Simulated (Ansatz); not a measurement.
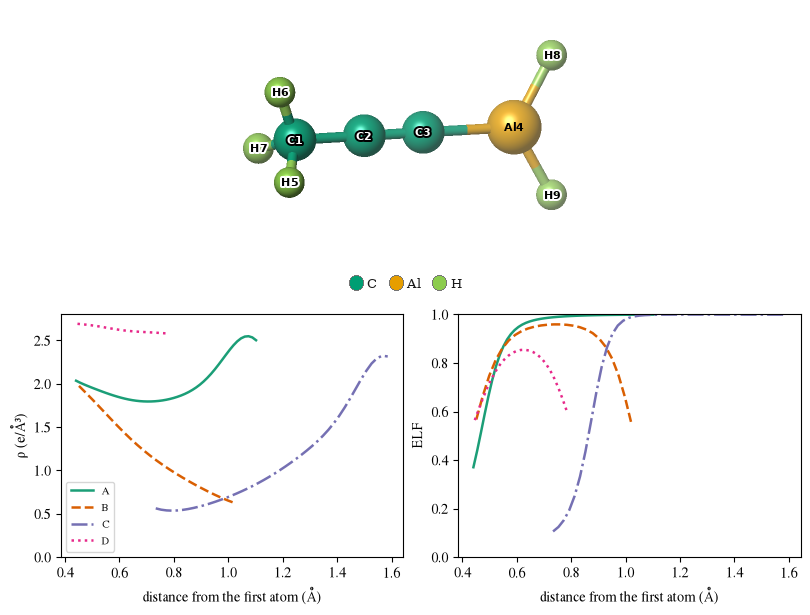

*C₃H₅Al. Electron density and electron localisation function along straight lines between neighbouring atoms. The curves leave out the atomic cores. The structure is drawn too.*

Method: RKS r2SCAN/def2-SVP in Ansatz 0.2.0.

```xyz
9

C     0.3520    1.6641   -1.1002
C     0.1084    0.4684   -0.3165
C    -0.0999   -0.5443    0.3501
Al   -0.4187   -2.1099    1.3803
H     1.0308    2.3534   -0.5720
H     0.8038    1.4223   -2.0760
H    -0.5893    2.2057   -1.2900
H    -0.3422   -3.5324    0.6831
H    -0.7564   -1.9735    2.9240
```

> Which curve belongs to which contact (Al–H, C–Al, C–C and C–H)? The first atom named is at distance zero.

Curve A: C–H (1.10 Å): ρ is about 1.9 e/Å³ halfway; the ELF climbs to about 1 towards the hydrogen, as it does in any bond to H (a covalent bond by its length). Curve B: C–Al (1.90 Å): ρ is about 0.72 e/Å³ halfway; the ELF peaks at about 0.95 between the atoms; a shared but strongly polarised pair. Curve C: Al–H (1.59 Å): the density is about 0.54 e/Å³ at the midpoint; the ELF climbs to about 1 towards the hydrogen. Curve D: C–C (1.23 Å): the density is about 2.6 e/Å³ at the midpoint; the ELF peaks at about 0.85 between the atoms; a multiple bond.
